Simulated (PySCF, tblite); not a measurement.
# C3H4F3NSi: geometry, infrared bands and NMR shifts

Aim: predict the infrared bands and NMR shifts of C3H4F3NSi (`C[C@@H](C#N)[Si](F)(F)F`).

The runs use tblite 0.8.0 and PySCF 2.14.0, with density-fitted response routines of our own; the level of theory stands in each step. All values are computed, except where a source is named. Atoms are numbered from 0 throughout.

## Step 1: The molecule as given

12 atoms, charge 0, multiplicity 1; geometry from: force field or distance geometry start.

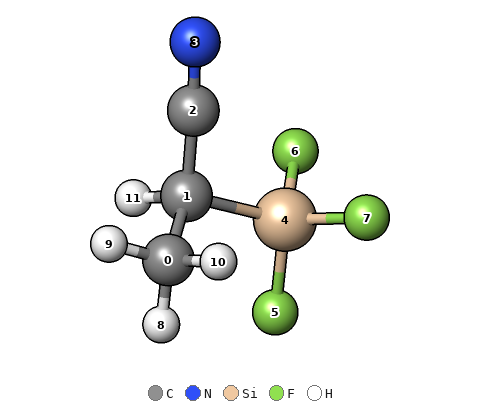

As it starts; carbon grey, nitrogen blue, silicon light orange, fluorine green, hydrogen white, atoms numbered; sticks join atoms by distance.

## Step 2: Relaxing the molecule with GFN2-xTB

What the job is given:

```
{"job": {"kind": "relax", "xc": "GFN2-xTB", "basis": "xTB"}, "charge": 0, "multiplicity": 1}
C     -1.387800    -0.256100     0.355700
C     -0.174100     0.116800    -0.493200
C     -0.072400     1.567400    -0.622800
N     -0.041100     2.731200    -0.759000
Si     1.443100    -0.544400     0.178100
F      1.333900    -2.141400     0.267500
F      2.641100    -0.159300    -0.826900
F      1.736900     0.055800     1.634000
H     -1.503900    -1.343300     0.445700
H     -2.316900     0.138200    -0.095500
H     -1.337400     0.157000     1.369800
H     -0.320100    -0.322600    -1.479600
```

On the command line:

```
$ OMP_NUM_THREADS=1 python probes_run.py task.json out
```

One launch serves the whole session: the jobs run in the order shown.

What it wrote:

```text
step      E/eV     max force
  0    -746.76455    3.598
  1    -746.53036   11.464
  2    -746.86683    0.815
  3    -746.87974    0.340
  4    -746.90592    0.593
  5    -746.91213    0.448
  6    -746.91867    0.216
  7    -746.92303    0.370
  8    -746.92716    0.302
  9    -746.92908    0.116
 10    -746.93020    0.087
 11    -746.93094    0.137
 12    -746.93138    0.090
 13    -746.93161    0.043
 14    -746.93181    0.051
 15    -746.93203    0.088
 16    -746.93223    0.077
 17    -746.93240    0.042
 18    -746.93256    0.049
 19    -746.93274    0.079
 20    -746.93294    0.076
 21    -746.93308    0.043
 22    -746.93318    0.036
 23    -746.93328    0.061
 24    -746.93339    0.070
 25    -746.93349    0.050
 26    -746.93356    0.023
 27    -746.93360    0.025
 28    -746.93364    0.037
 29    -746.93367    0.028
 30    -746.93369    0.012
 31    -746.93370    0.010
 32    -746.93371    0.018
 33    -746.93373    0.024
 34    -746.93374    0.019
 35    -746.93375    0.009
```

Wall time 0.32 s (1 thread of Arm Neoverse N1, shared host).

Step by step: (not every step is listed) (the energy doesn't fall at every step)

```
step  energy from step 0 (eV)  largest force (eV/Å)
   0                   0.0000                3.5976
   1                   0.2342               11.4637
   2                  -0.1023                0.8151
   3                  -0.1152                0.3398
   4                  -0.1414                0.5927
   5                  -0.1476                0.4476
   6                  -0.1541                0.2157
   7                  -0.1585                0.3700
   8                  -0.1626                0.3022
  10                  -0.1657                0.0865
  12                  -0.1668                0.0905
  14                  -0.1673                0.0509
  16                  -0.1677                0.0774
  18                  -0.1680                0.0494
  20                  -0.1684                0.0757
  22                  -0.1686                0.0359
  24                  -0.1688                0.0698
  26                  -0.1690                0.0226
  28                  -0.1691                0.0367
  30                  -0.1691                0.0124
  31                  -0.1692                0.0100
  32                  -0.1692                0.0185
  33                  -0.1692                0.0243
  34                  -0.1692                0.0192
  35                  -0.1692                0.0087
```

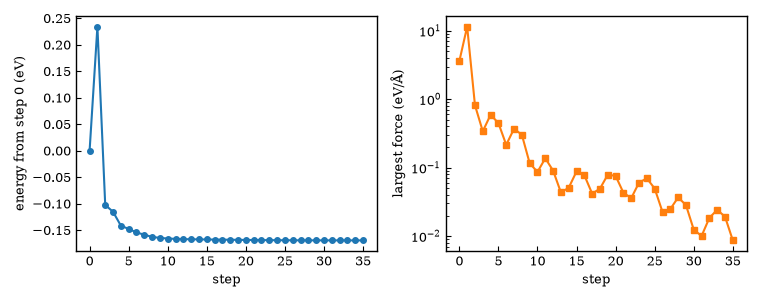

Energy and force, step by step.

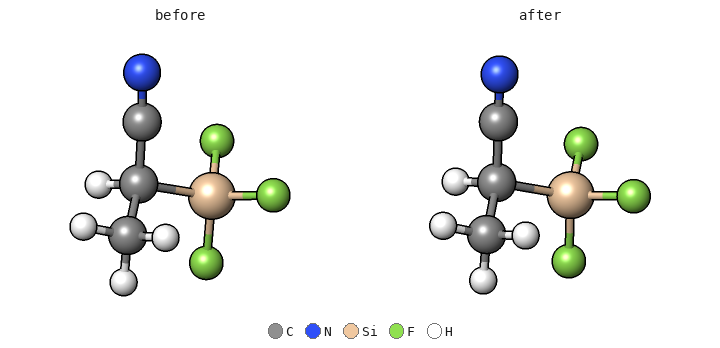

Before and after, at one scale.

Distances of close pairs at the start and the end, largest changes first:

```csv
bond,before (Å),after (Å),change (Å)
C2–N3,1.172,1.142,-0.030
Si4–F6,1.610,1.582,-0.028
C1–Si4,1.872,1.893,+0.021
Si4–F7,1.602,1.582,-0.020
Si4–F5,1.603,1.586,-0.018
C0–H9,1.106,1.088,-0.017
C1–C2,1.460,1.444,-0.016
C0–C1,1.527,1.541,+0.013
```

The final coordinates are the input of the step that follows.

## Step 3: Harmonic vibrations with GFN2-xTB

What the job is given:

```
{"job": {"kind": "ir", "xc": "GFN2-xTB", "basis": "xTB"}, "charge": 0, "multiplicity": 1}
C     -1.407382    -0.239819     0.357393
C     -0.194395     0.132707    -0.516188
C     -0.134883     1.569048    -0.653575
N     -0.111647     2.707203    -0.746057
Si     1.435888    -0.542677     0.167638
F      1.392905    -2.122204     0.300869
F      2.695382    -0.228963    -0.737425
F      1.792129    -0.014705     1.615578
H     -1.492683    -1.320590     0.439162
H     -2.321599     0.152051    -0.083960
H     -1.302497     0.178409     1.355752
H     -0.350020    -0.271146    -1.525215
```

What it wrote:

```text
mode    cm-1     km/mol
  1      24.9      2.77
  2      89.8      4.87
  3     112.4      3.04
  4     157.9      1.15
  5     193.9      3.96
  6     199.7     11.18
  7     208.3     20.60
  8     258.0     68.91
  9     269.5     32.17
 10     321.6     34.20
 11     478.2     16.98
 12     539.0      9.20
 13     674.2      9.27
 14     855.1    171.43
 15     930.4    123.27
 16     937.3    231.69
 17     947.6    247.41
 18    1004.4     28.94
 19    1072.7     17.90
 20    1085.3      5.17
 21    1208.6     49.92
 22    1242.0      9.22
 23    1413.8      2.17
 24    1486.8      7.10
 25    1494.5      7.56
 26    2410.1    209.43
 27    2906.8     10.43
 28    3036.4     17.89
 29    3044.0     17.75
 30    3049.1     11.19
```

Run time: 0.57 s. Hardware: 1 thread of Arm Neoverse N1, shared host.

The strongest bands and the atoms that carry them (share of the mass-weighted mode):

```csv
cm⁻¹,km/mol,atoms
258,68.9,"F5 18 %, F7 17 %, F6 14 %, Si4 14 %"
322,34.2,"Si4 19 %, F6 15 %, C2 14 %, C1 13 %"
855,171.4,"Si4 32 %, F5 22 %, F6 15 %, F7 13 %"
930,123.3,"H8 22 %, C1 18 %, Si4 11 %"
937,231.7,"Si4 45 %, F5 26 %, F6 12 %, F7 11 %"
948,247.4,"Si4 42 %, F7 23 %, F6 23 %"
1209,49.9,"C1 39 %, H11 37 %"
2410,209.4,"C2 60 %, N3 40 %"
```

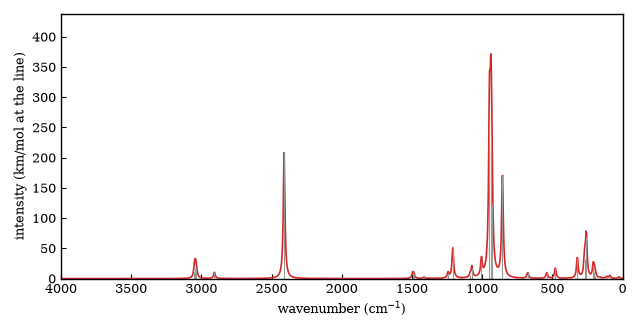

The infrared spectrum from these modes, unscaled. Lines are broadened to a width of 14 cm⁻¹ (Lorentzian).

## Step 4: NMR shieldings: PBE0/pcSseg-1

Same as in step 3 but for these lines:

```diff
@@ -1,2 +1,2 @@
-{"job": {"kind": "ir", "xc": "GFN2-xTB", "basis": "xTB"}, "charge": 0, "multiplicity": 1}
+{"job": {"kind": "nmr", "xc": "PBE0", "basis": "pcSseg-1"}, "charge": 0, "multiplicity": 1}
 C     -1.407382    -0.239819     0.357393
```

Level: GIAO PBE0/pcSseg-1 NMR shielding, non-relativistic, gas phase.

What it wrote:

```text
coarse grid: 11688 points
cycle   1  E = -759.8022439146  dE =  9.774e-01  |g| = 9.451e-01  |ddm| = 3.287e+00
cycle   2  E = -759.5065108388  dE =  2.957e-01  |g| = 1.609e+00  |ddm| = 1.763e+00
cycle   3  E = -759.9440443889  dE = -4.375e-01  |g| = 2.786e-01  |ddm| = 1.210e+00
cycle   4  E = -759.9595428028  dE = -1.550e-02  |g| = 6.735e-02  |ddm| = 2.043e-01
cycle   5  E = -759.9603949867  dE = -8.522e-04  |g| = 1.843e-02  |ddm| = 6.111e-02
cycle   6  E = -759.9604688854  dE = -7.390e-05  |g| = 2.920e-03  |ddm| = 1.538e-02
cycle   7  E = -759.9604706887  dE = -1.803e-06  |g| = 7.317e-04  |ddm| = 2.560e-03
final grid: 112848 points
cycle   8  E = -760.0227737983  dE = -3.542e-05  |g| = 5.826e-03  |ddm| = 1.961e-02
cycle   9  E = -760.0227721555  dE =  1.643e-06  |g| = 6.363e-03  |ddm| = 9.472e-03
cycle  10  E = -760.0227822362  dE = -1.008e-05  |g| = 5.638e-04  |ddm| = 4.813e-03
cycle  11  E = -760.0227822796  dE = -4.334e-08  |g| = 3.134e-04  |ddm| = 6.197e-04
cycle  12  E = -760.0227822965  dE = -1.691e-08  |g| = 1.119e-04  |ddm| = 2.574e-04
cycle  13  E = -760.0227822990  dE = -2.519e-09  |g| = 3.406e-05  |ddm| = 7.968e-05
cycle  14  E = -760.0227822992  dE = -1.892e-10  |g| = 6.824e-06  |ddm| = 2.411e-05
converged SCF energy = -760.0227822992

GIAO shielding tensors (ppm)
atom      isotropic    diamagn.    paramagn.     s11        s22        s33       span
  0 C      172.995     246.937     -73.941    160.887    169.219    188.880     27.993
  1 C      177.364     255.782     -78.418    168.905    178.425    184.760     15.855
  2 C       66.170     261.432    -195.262    -52.721    -43.164    294.397    347.118
  3 N      -36.480     340.034    -376.514   -207.653   -200.993    299.205    506.858
  4 Si     411.938     876.480    -464.542    388.434    403.635    443.744     55.310
  5 F      323.506     468.756    -145.250    269.431    298.907    402.180    132.749
  6 F      316.697     467.719    -151.022    265.548    288.770    395.773    130.226
  7 F      325.443     469.000    -143.557    277.144    297.562    401.622    124.479
  8 H       30.393      29.838       0.555     25.169     28.621     37.389     12.220
  9 H       29.950      28.901       1.049     25.275     27.659     36.916     11.642
 10 H       30.157      30.097       0.060     25.912     28.778     35.781      9.869
 11 H       29.520      30.337      -0.817     26.129     27.088     35.343      9.214
```

It took 36 s on 1 thread of Arm Neoverse N1, shared host; peak memory 0.73 GiB.

Shifts follow as δ = σ(reference) − σ, with reference shieldings (ppm) from runs at the same level and on the same kind of geometry: 1H TMS 31.72, 13C TMS 186.9, 29Si TMS 349.2, 19F CFCl3 170.9, 15N NH3 267.7. The references are single molecules in the gas phase, so shifts against H2O, NH3, PH3, H3PO4 or CFCl3 are not on the usual liquid scales and can be off by tens of ppm. Atoms listed in one row are averaged.

```
      atoms                                         environment  σ (ppm)  δ (ppm)  δ scaled to CDCl3
         C2                                      nitrile carbon     66.2    120.8              115.9
         C0                                       methyl carbon    173.0     13.9               11.7
         C1                 sp3 CH bonded to Si, α to a nitrile    177.4      9.6                7.4
        H11  hydrogen on an sp3 CH bonded to Si, α to a nitrile    29.52     2.20               2.18
H8, H9, H10                         hydrogen on a methyl carbon    30.17     1.55               1.57
         N3                                    nitrile nitrogen    -36.5    304.2                  –
        Si4                            silicon bonded to C, 3 F    411.9    -62.8                  –
 F5, F6, F7                               fluorine bonded to Si    321.9   -150.9                  –
```

The scaled column applies a straight-line fit of computed shieldings to shifts measured in CDCl3, and one for carbons that bear F (root-mean-square error 0.16 ppm for H, 1.9 ppm for C).

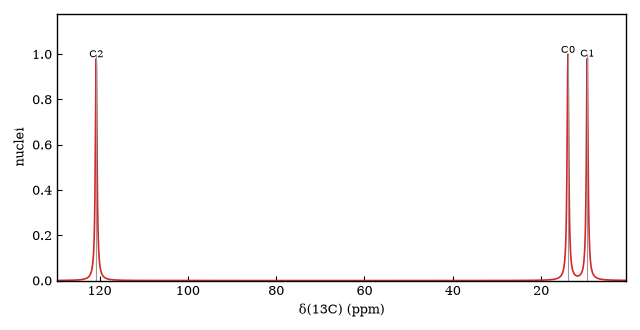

13C lines at the computed shifts, without couplings. Lines are broadened to a width of 0.44 ppm (Lorentzian).

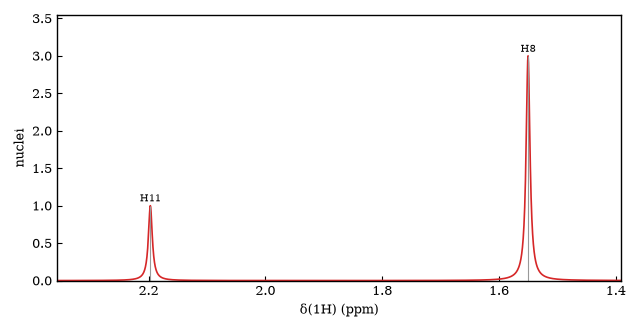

1H lines at the computed shifts, without couplings. Lines are broadened to a width of 0.01 ppm (Lorentzian).

The run also stored atomic charges by several schemes (e):

| atoms | Mulliken | IAO | Hirshfeld | ESP fit |
| --- | --- | --- | --- | --- |
| C0 | -0.24 | -0.41 | -0.10 | -0.28 |
| C1 | -0.61 | -0.46 | -0.08 | -0.26 |
| C2 | 0.10 | 0.13 | 0.08 | 0.35 |
| N3 | -0.22 | -0.23 | -0.21 | -0.44 |
| Si4 | 1.49 | 1.82 | 0.61 | 0.98 |
| F5, F6, F7 | -0.39 | -0.51 | -0.18 | -0.29 |

ESP fit charges:

| atom | value (e) |
| --- | --- |
| C0 | -0.28 |
| C1 | -0.26 |
| C2 | 0.35 |
| N3 | -0.44 |
| Si4 | 0.98 |
| F5 | -0.29 |
| F6 | -0.30 |
| F7 | -0.28 |
| H8 | 0.10 |
| H9 | 0.13 |
| H10 | 0.12 |
| H11 | 0.16 |

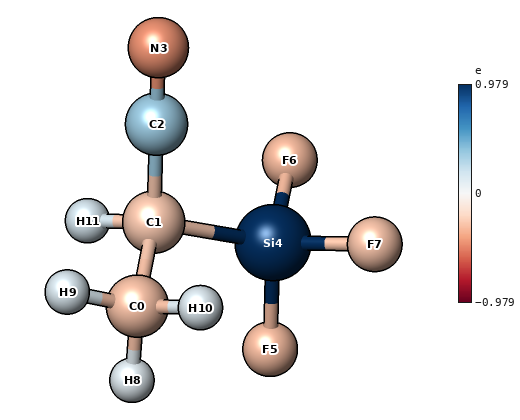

ESP fit charges, as colours on the atoms.

Mayer bond orders: C0–C1 1.02, C1–C2 0.98, C2–N3 3.05, C1–Si4 0.84, Si4–F5 0.97, Si4–F6 1.00, Si4–F7 0.99.

## Step 5: Results

```
                                                                 quantity                 value
                                strongest single infrared mode (GFN2-xTB)  948 cm⁻¹, 247 km/mol
                                             zero-point energy (GFN2-xTB)         45.2 kcal/mol
                                   13C shifts against TMS (PBE0/pcSseg-1)  120.8, 13.9, 9.6 ppm
   1H shifts against TMS (PBE0/pcSseg-1, means over atoms taken as alike)        2.20, 1.55 ppm
                                   15N shifts against NH3 (PBE0/pcSseg-1)             304.2 ppm
                                  29Si shifts against TMS (PBE0/pcSseg-1)             -62.8 ppm
19F shifts against CFCl3 (PBE0/pcSseg-1, means over atoms taken as alike)            -150.9 ppm
```

**Reading.** The optimisation took 35 steps and gained 0.169 eV; among the close pairs (by a distance rule), C2–N3 changed most, from 1.172 to 1.142 Å. No mode is imaginary among the 30: a minimum at this level. The strongest single mode, at 948 cm⁻¹, has its largest shares on Si4, F7 and F6 (the list is cut at 3 atoms). GFN2-xTB is a fitted tight-binding method: band positions and strengths are rough. Its intensities can rank the bands wrongly. C2 (nitrile carbon) lies farthest downfield among carbon, at 120.8 ppm; this is the usual window of a C≡N carbon, which has no attached hydrogen. At PBE0/pcSseg-1: The widest tensor belongs to N3: span 507 ppm, with a paramagnetic part of -377 ppm.
